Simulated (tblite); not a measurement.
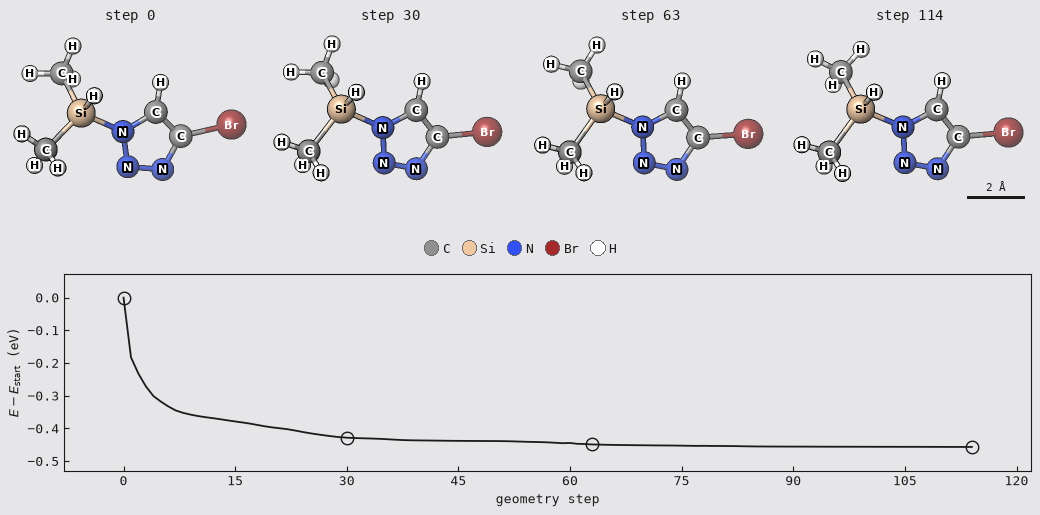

Frames of a relaxation of C4H8BrN3Si, marked on the history of the run. A ball-and-stick model, seen at a tilt.

Theory: GFN2-xTB geometry optimisation, gas phase in tblite. 

### What happens along the run?

An H atom moves most after the best rigid fit: 0.71 Å. By element the largest moves are H 0.71 Å, Br 0.30 Å, N 0.26 Å, Si 0.20 Å, C 0.19 Å. Some distances before and after: N–N 1.322 → 1.272 Å, C–Si 1.841 → 1.887 Å, H–Si 1.506 → 1.469 Å, C–Si 1.864 → 1.898 Å. Among the angles between lasting bonds that change: C–Si–N 114.4° → 104.7°, C–Si–H 105.8° → 114.9°, H–C–H 113.8° → 107.2°. Groups turn about C–Si by about 45°. After 114 geometry steps the energy has fallen by 0.456 eV. From step 0 to 30: Br and H atoms move most (0.32 Å), energy −0.428 eV. From step 30 to 63: an H atom moves most (0.38 Å), energy −0.021 eV. From step 63 to 114: an H atom moves most (0.31 Å), energy −0.008 eV.
